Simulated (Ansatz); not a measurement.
## Fields on a plane of BP (zinc blende)

```yaml
crystal:
  lattice:
    - [0.00000, 2.26010, 2.26010]
    - [2.26010, 0.00000, 2.26010]
    - [2.26010, 2.26010, 0.00000]
  atoms:
    - { symbol: P, position: [0.75000, 0.75000, 0.75000] }
    - { symbol: B, position: [0.00000, 0.00000, 0.00000] }
```

The slice is a {100} plane (indices of the conventional cell) through the point (0.000, 0.000, 0.000) (fractional), spanned by u = [100] and v = [0 1 -1] in vectors of this cell: u (3.20 Å) and v (3.20 Å, at 90° to u). It covers one period; positions are fractions (u, v).

Atoms on it: B at (0.00, 0.00).

All values below come from PBEsol (plane waves to 420 eV, PAW, scalar-relativistic; Ansatz, a quantum-chemistry and plane-wave program). k mesh 13×13×13. These are valence fields of a PAW run, semicore shells included where kept as valence: close to a nucleus they are smooth pseudo fields. BP was relaxed with its symmetry unable to fall.

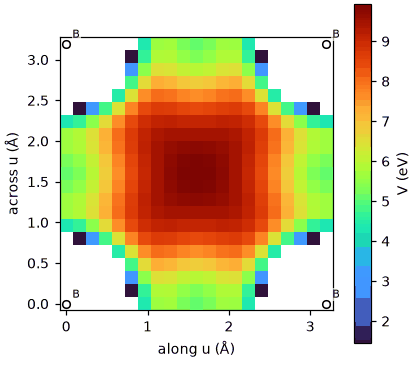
Fig. 1. Electrostatic potential energy of an electron, from the cell's mean, in eV, one period of the plane, atoms marked. Points within 0.8 Å of a nucleus are left white, as the pseudised field means little there. The zero, the cell's mean, hangs on the PAW cores.

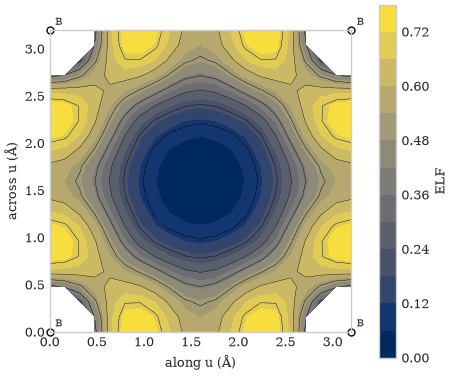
*Electron localisation function (ELF), one period of the plane, atoms marked. Points within 0.4 Å of a nucleus are left white, as the pseudised field means little there.*
